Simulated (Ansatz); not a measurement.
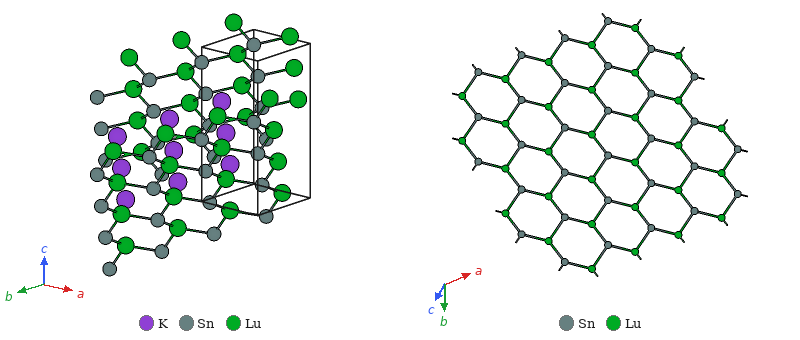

Left: the structure. Right: its underlying net. Nodes are coloured by element. One layer is drawn. Short stubs are edges that leave the cut-out.

KLuSn (space group P6_3mc, No. 186). Coordinates: the end point of a relaxation with DFT, PAW plane waves, r2scan in Ansatz 0.2.0; the starting structure was generated, so it need not be a known form of this composition.

Bonds are taken as Lu–Sn below 3.3 Å; K is left out of the net, as the electropositive filling of the structure. Simplification: prune 0- and 1-connected atoms, fold 2-connected ones into links.

The result is a uninodal 3-connected, two-periodic (layers) net: Sn and Lu are 3-connected nodes. It is the hcb net, known from graphene. The layers lie parallel to (001).

| node | links | point symbol | coordination sequence |
| --- | --- | --- | --- |
| Sn and Lu | 3 | 6^3 | 3 6 9 12 |
